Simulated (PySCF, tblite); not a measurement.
# C₅H₁₂BNO₂: geometry, infrared bands and NMR shifts

Wanted: the infrared bands and NMR shifts of C₅H₁₂BNO₂ (`CCB(NC(C)=O)OC`), by calculation.

Computed with tblite 0.8.0 and PySCF 2.14.0, with density-fitted response routines of our own, on a single molecule in the gas phase. Atoms count from 0, in the outputs and in this text.

### 1 The molecule as given

21 atoms, charge 0, multiplicity 1; geometry from: force field or distance geometry start.

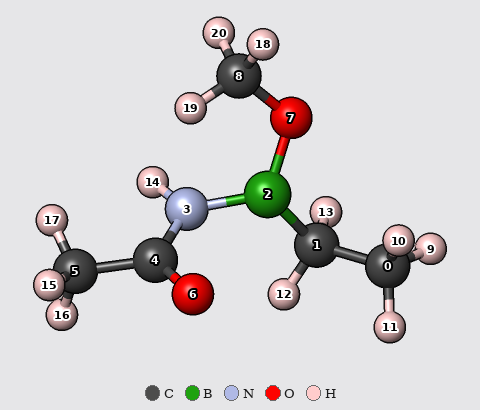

The starting geometry (carbon dark grey, boron green, nitrogen light blue, oxygen red, hydrogen pink), atoms numbered; sticks join atoms by distance.

### 2 Optimising the geometry with GFN2-xTB

What the job is given:

```
{"job": {"kind": "relax", "xc": "GFN2-xTB", "basis": "xTB"}, "charge": 0, "multiplicity": 1}
C     -2.815000    -1.009400    -0.364900
C     -1.704100    -0.741000     0.591200
B     -0.627500     0.300300     0.051500
N      0.813800     0.011800     0.379600
C      1.604100    -0.795900    -0.485100
C      3.011900    -1.033600    -0.075900
O      1.152100    -1.274800    -1.571700
O     -1.062100     1.706200     0.086000
C      0.003100     2.543500    -0.176600
H     -3.768100    -0.798500     0.230100
H     -2.787500    -0.401600    -1.286500
H     -2.824300    -2.115300    -0.567600
H     -1.159600    -1.679400     0.839400
H     -2.103200    -0.279800     1.542100
H      1.245700     0.385400     1.267500
H      3.706100    -1.150700    -0.918000
H      3.089800    -1.936900     0.587400
H      3.320300    -0.170900     0.531800
H     -0.233100     3.249300    -1.017400
H      0.949900     1.990400    -0.350500
H      0.178900     3.218100     0.707000
```

Launch:

```console
$ OMP_NUM_THREADS=1 python probes_run.py task.json out
```

The driver reads the jobs from task.json and runs them one after another.

**Question.** This job is followed by: GFN2-xTB harmonic vibrations, gas phase; GIAO PBE0/pcSseg-1 NMR shielding, non-relativistic, gas phase. Predict these results of the whole session: strongest single infrared mode (GFN2-xTB); zero-point energy (GFN2-xTB); 13C shifts against TMS (PBE0/pcSseg-1); 1H shifts against TMS (PBE0/pcSseg-1, means over atoms taken as alike); 11B shifts against BF3·OEt2 (PBE0/pcSseg-1); 15N shifts against NH3 (PBE0/pcSseg-1); 17O shifts against H2O (PBE0/pcSseg-1).

As calculated:

```
                                                              quantity                             value
                             strongest single infrared mode (GFN2-xTB)             1374 cm⁻¹, 766 km/mol
                                          zero-point energy (GFN2-xTB)                    108.8 kcal/mol
                                13C shifts against TMS (PBE0/pcSseg-1)  174.2, 52.2, 27.2, 15.4, 9.7 ppm
1H shifts against TMS (PBE0/pcSseg-1, means over atoms taken as alike)  5.52, 3.82, 1.98, 1.42, 0.90 ppm
                           11B shifts against BF3·OEt2 (PBE0/pcSseg-1)                          32.0 ppm
                                15N shifts against NH3 (PBE0/pcSseg-1)                         154.2 ppm
                                17O shifts against H2O (PBE0/pcSseg-1)                  490.9, 101.2 ppm
```

**Reading.** Over 263 steps the energy fell by 1.794 eV; of the close pairs, B2–O7 changed most, 1.472 to 1.344 Å. No mode is imaginary among the 57: a minimum at this level. The strongest single mode, at 1374 cm⁻¹, is carried by H14, N3, C4. Unscaled tight-binding wavenumbers are off by several per cent, some by more. Its intensities can rank the bands wrongly. At PBE0/pcSseg-1: The largest span, 853 ppm, is at O6, where the paramagnetic term is -559 ppm.
